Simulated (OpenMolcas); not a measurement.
**Run report: SOF$_{2}$, single-point calculation**

- system: SOF$_{2}$
- method: HF/ANO-S-MB, RHF (OpenMolcas 26.06)

The geometry comes from this level: PBE0-D4/def2-TZVP.

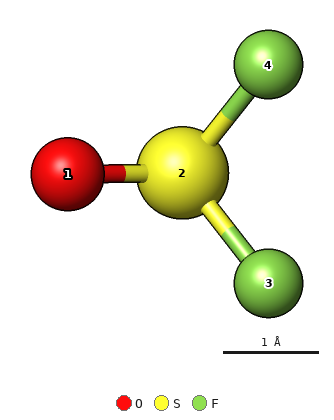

The input geometry (ball-and-stick view, seen on its broad side; atoms are numbered from 1 in the order of the input).

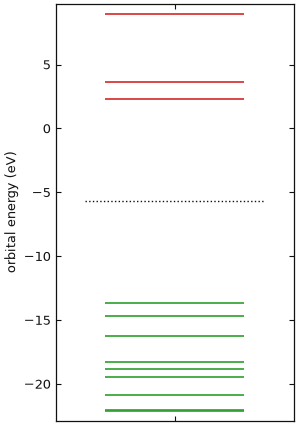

Orbital energies near the frontier; the dotted line parts filled from empty levels, and levels within 0.02 eV of each other stand side by side. Highest filled −13.66 eV, lowest empty 2.31 eV, 15.97 eV apart.

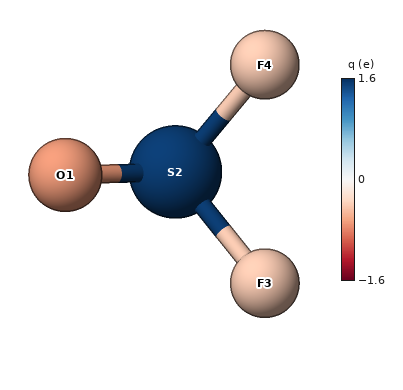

Mulliken charges, as the colour of each atom (ball-and-stick view, seen on its broad side; atoms are numbered from 1 in the order of the input). By element: O −0.68, S +1.50 and F −0.41 e.

The input and output of the run follow.

Input:
```
&GATEWAY
Coord
4
angstrom
O        0.932400       0.066600      -1.017800
S       -0.151300      -0.426200      -0.245700
F       -1.124400       0.804200       0.000400
F        0.343300      -0.444600       1.263100
Basis=ANO-S-MB
Group=NoSym
&SEWARD
&SCF
PrOrbitals=0
```

Command:
```bash
export MOLCAS_MEM=1860
pymolcas step1.input > step1.log
```

The program's output:
```
--- Start Module: gateway ---

                                              &GATEWAY

                       available to each process: 1.9 GB of memory, 1 thread

++    Symmetry information:
      ---------------------

                    Character Table for C1

                             E
                    a        1  x, y, xy, Rz, z, xz, Ry, yz, Rx, I
--

++    Basis set information:
      ----------------------

      Basis set label: O.ANO-S...2S1P.

      Electronic valence basis set:
      ------------------
      Associated Effective Charge   8.000000 au
      Associated Actual Charge      8.000000 au
      Nuclear Model: Point charge

      Shell  nPrim  nBasis  Cartesian Spherical Contaminant
         s      10       2        X
         p       6       1        X

      Basis set label: S.ANO-S...3S2P.

      Electronic valence basis set:
      ------------------
      Associated Effective Charge  16.000000 au
      Associated Actual Charge     16.000000 au
      Nuclear Model: Point charge

      Shell  nPrim  nBasis  Cartesian Spherical Contaminant
         s      13       3        X
         p      10       2        X

      Basis set label: F.ANO-S...2S1P.

      Electronic valence basis set:
      ------------------
      Associated Effective Charge   9.000000 au
      Associated Actual Charge      9.000000 au
      Nuclear Model: Point charge

      Shell  nPrim  nBasis  Cartesian Spherical Contaminant
         s      10       2        X
         p       6       1        X
--

++    Molecular structure info:
      -------------------------

                    ************************************************
                    **** Cartesian Coordinates / bohr, angstrom ****
                    ************************************************

     Center  Label                x              y              z                     x              y              z
        1      O1               1.761981       0.125856      -1.923363              0.932400       0.066600      -1.017800
        2      S2              -0.285916      -0.805401      -0.464306             -0.151300      -0.426200      -0.245700
        3      F3              -2.124808       1.519718       0.000756             -1.124400       0.804200       0.000400
        4      F4               0.648743      -0.840172       2.386913              0.343300      -0.444600       1.263100

                    ***************************************
                    *    InterNuclear Distances / bohr    *
                    ***************************************

               1 O1            2 S2            3 F3            4 F4
    1 O1       0.000000
    2 S2       2.681411        0.000000
    3 F3       4.555460        3.000664        0.000000
    4 F4       4.555325        3.000707        4.353781        0.000000

                    *******************************************
                    *    InterNuclear Distances / angstrom    *
                    *******************************************

               1 O1            2 S2            3 F3            4 F4
    1 O1       0.000000
    2 S2       1.418942        0.000000
    3 F3       2.410645        1.587883        0.000000
    4 F4       2.410574        1.587906        2.303922        0.000000
--

            Nuclear Potential Energy            193.92951709 au

--- Stop Module: gateway /rc=_RC_ALL_IS_WELL_ ---

--- Start Module: seward ---

                                              &SEWARD

                       available to each process: 1.9 GB of memory, 1 thread

               SEWARD will generate:
                  Multipole Moment integrals up to order  2
                  Kinetic Energy integrals
                  Nuclear Attraction integrals (point charge)
                  One-Electron Hamiltonian integrals
                  Velocity integrals
                  Orbital angular momentum around ( -0.1047  -0.1259  -0.0029 )
                  Velocity quadrupole around ( -0.1047  -0.1259  -0.0029 )
                  Two-Electron Repulsion integrals

                   Integrals are discarded if absolute value <: 1.00E-14
                   Integral cutoff threshold is set to       <: 1.00E-16

            Nuclear Potential Energy            193.92951709 au

      Basis set specifications :
      Symmetry species         a
      Basis functions           24

--- Stop Module: seward /rc=_RC_ALL_IS_WELL_ ---

--- Start Module: scf ---

                                                &SCF

                       available to each process: 1.9 GB of memory, 1 thread

++    Input section:
      --------------

      Header of the integral files:

      Cartesian coordinates in angstrom:
      -----------------------------------------------------
      No.  Label        X            Y            Z
      -----------------------------------------------------
       1   O1         0.93240000   0.06660000  -1.01780000
       2   S2        -0.15130000  -0.42620000  -0.24570000
       3   F3        -1.12440000   0.80420000   0.00040000
       4   F4         0.34330000  -0.44460000   1.26310000
      -----------------------------------------------------
      Nuclear repulsion energy =  193.92951709
--

++    Orbital specifications:
      -----------------------

      Symmetry species               1
                                     a
      Frozen orbitals                0
      Occupied orbitals             21
      Secondary orbitals             3
      Deleted orbitals               0
      Total number of orbitals      24
      Number of basis functions     24
--

      Molecular charge                           0.000

++    Optimization specifications:
      ----------------------------

      SCF Algorithm: Conventional
      Minimized density differences are used
      Number of density matrices in core                 5
      Maximum number of NDDO SCF iterations            400
      Maximum number of HF SCF iterations              400
      Threshold for SCF energy change             1.00E-09
      Threshold for density matrix                1.00E-04
      Threshold for Fock matrix                   1.50E-04
      Threshold for linear dependence             1.00E-09
      Threshold at which DIIS is turned on        1.50E-01
      Maximum depth in the DIIS procedure                5
      Maximum depth in the BFGS Hessian update          30
      Threshold at which QNR/C2DIIS is turned on  7.50E-02
      Threshold for Norm(delta) (QNR/C2DIIS)      1.00E-03
      All orbitals punched on: SCFORB
--

      Input vectors read from INPORB
      Orbital file label: *Guess orbitals

++ Convergence information
                                   SCF        iterations: Energy and convergence statistics

Iter     Tot. SCF        One-elec.       Two-elec.     Energy      Max Dij or  Max Fij      DNorm      TNorm      AccCon     Time
         Energy          Energy          Energy        Change      Delta Norm                                                in Sec.
   1  -670.425900759 -1310.688526637   446.333108791   0.00E+00    3.89E-01*   1.68E-01*    9.61E+00   1.09E+02   None         0.
   2  -670.651226943 -1312.316557500   447.735813470  -2.25E-01*   2.13E-01*   1.03E-01*    2.26E+00   1.10E+02   EDIIS        0.
   3  -670.682990057 -1311.911674077   447.299166933  -3.18E-02*   1.36E-01*   4.78E-02*    1.15E+00   1.10E+02   EDIIS        0.
   4  -670.696692763 -1312.356875809   447.730665959  -1.37E-02*   3.95E-02*   2.28E-02*    3.82E-01   1.10E+02   c2DIIS       0.
   5  -670.702513196 -1312.224688496   447.592658212  -5.82E-03*   1.41E-02*   9.29E-03*    4.23E-02   1.10E+02   QNRc2DIIS    0.
   6  -670.702981929 -1312.258637743   447.626138728  -4.69E-04*   1.72E-02*   3.83E-03*    1.44E-02   1.10E+02   QNRc2DIIS    0.
   7  -670.703155782 -1312.266550322   447.633877453  -1.74E-04*   2.10E-03*   9.65E-04*    3.84E-03   1.10E+02   QNRc2DIIS    0.
   8  -670.703162242 -1312.266791706   447.634112377  -6.46E-06*   7.47E-04    1.43E-04     3.05E-03   1.10E+02   QNRc2DIIS    0.
   9  -670.703162794 -1312.266283572   447.633603691  -5.52E-07*   1.20E-04    3.85E-05     9.06E-04   1.10E+02   QNRc2DIIS    0.
  10  -670.703162808 -1312.266433352   447.633753458  -1.38E-08*   3.83E-05    9.36E-06     1.46E-04   1.10E+02   QNRc2DIIS    0.
  11  -670.703162809 -1312.266475382   447.633795486  -1.27E-09*   8.47E-06    2.54E-06     7.63E-05   1.10E+02   QNRc2DIIS    0.
  12  -670.703162809 -1312.266462896   447.633783000  -7.94E-11    1.30E-06    5.18E-07     1.17E-05   1.10E+02   QNRc2DIIS    0.

       Convergence after  12 Iterations
--

 *****************************************************************************************************************************
 *                                             SCF/KS-DFT Program, Final results                                             *
 *                                                       Final Results                                                       *
 *****************************************************************************************************************************

::    Total SCF energy                               -670.7031628091
      One-electron energy                           -1312.2664628963
      Two-electron energy                             447.6337830002
      Nuclear repulsion energy                        193.9295170870
      Kinetic energy (interpolated)                   673.8200074247
      Virial theorem                                    0.9953743662
      Total spin, S(S+1)                                0.0000000000
      Total spin, S                                     0.0000000000
      Max non-diagonal density matrix element           0.0000017243
      Max non-diagonal Fock matrix element              0.0000002394

      No orbitals printed

++    Molecular charges:
      ------------------

      Mulliken charges per centre
      ---------------------------

                O1      S2      F3      F4
      Total    8.6796 14.4985  9.4109  9.4109

      N-E     -0.6796  1.5015 -0.4109 -0.4109

      Total electronic charge=   42.000000

      Total            charge=   -0.000000
--

++    Static properties:
      ------------------

      LoProp Charges per center

                   O1       S2       F3       F4
      Nuclear      8.0000  16.0000   9.0000   9.0000
      Electronic  -8.6393 -14.6179  -9.3714  -9.3714

      Total       -0.6393   1.3821  -0.3714  -0.3714
--

++    Natural Bond Order analysis
      ---------------------------
      Based on LoProp computed density
      -------------------------------------------------------------------------------------
      Atom A       Atom B       Bond Order
      -------------------------------------------------------------------------------------
      NBO located      0.997 non-bonded electrons on atom O1
      NBO located      0.987 non-bonded electrons on atom O1
      NBO located      0.928 non-bonded electrons on atom O1
      NBO located      0.993 non-bonded electrons on atom S2
      NBO located      1.000 non-bonded electrons on atom S2
      NBO located      1.000 non-bonded electrons on atom S2
      NBO located      0.999 non-bonded electrons on atom S2
      NBO located      0.999 non-bonded electrons on atom S2
      NBO located      0.999 non-bonded electrons on atom F3
      NBO located      0.969 non-bonded electrons on atom F3
      NBO located      0.990 non-bonded electrons on atom F3
      NBO located      0.999 non-bonded electrons on atom F4
      NBO located      0.975 non-bonded electrons on atom F4
      NBO located      0.972 non-bonded electrons on atom F4
      The remaining    7.276 electrons are to be considered as diffuse
--

++    Molecular properties:
      ---------------------

      Charge (e):
                      =   -0.0000
      Dipole Moment (debye):
      Origin of the operator (angstrom)=   -0.0554   -0.0666   -0.0015
                   X= -1.5798E+00               Y= -1.9810E+00               Z= -1.2338E-01           Total=  2.5368E+00
      Quadrupole Moment (debye*angstrom):
      Origin of the operator (angstrom)=   -0.0554   -0.0666   -0.0015
                  XX= -3.2650E+01              XY=  6.7205E-01              XZ=  2.0499E+00              YY= -2.9559E+01
                  YZ=  1.0962E+00              ZZ= -3.2756E+01
      In traceless form (debye*angstrom)
                  XX= -1.4921E+00              XY=  1.0081E+00              XZ=  3.0749E+00              YY=  3.1434E+00
                  YZ=  1.6443E+00              ZZ= -1.6513E+00
--

--- Stop Module: scf /rc=_RC_ALL_IS_WELL_ ---

.##################.
.# Happy landing! #.
.##################.

    Timing: Wall=1.62 User=1.21 System=0.39
```

Summary:

| quantity | value |
| --- | --- |
| outcome | converged |
| total energy | −670.703163 hartree |
| basis functions | 24 |
| HOMO | −13.66 eV |
| LUMO | 2.31 eV |
| dipole moment | 2.54 debye |
| hardware | 1 thread of Arm Neoverse V1, 24 GiB of memory available, shared host |
| wall time | 1.8 s |
| peak memory | 0.37 GiB |
